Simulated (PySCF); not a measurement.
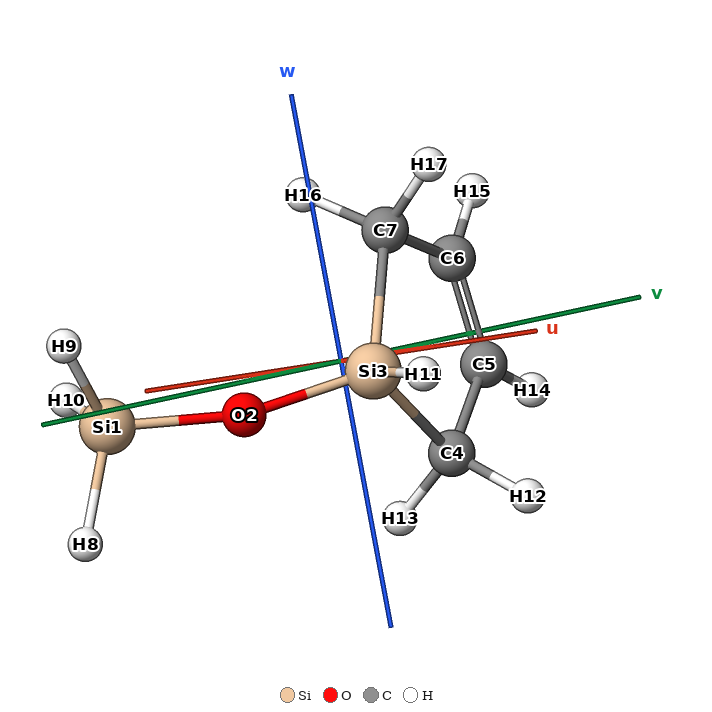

The lines u, v and w are the principal axes of the static dipole polarisability. The computed structure is the end point of a GFN2-xTB optimisation. No frequency run is at hand to confirm it as a minimum. Computed with PBE0/def2-SVPD (PySCF 2.14.0).

### Along which axis is the molecule most polarisable, and along which least?

Most along v (close to the long direction Si1···C5), least along u.

### Give the three principal values.

u 83.2, v 105.7, w 99.0 bohr³; mean 96.0, anisotropy 19.9 bohr³.

The geometry is semi-empirical. Around Si such bond lengths and angles can be off by a tenth of an ångström or more and by several degrees, and values that hang on the shape move with them.
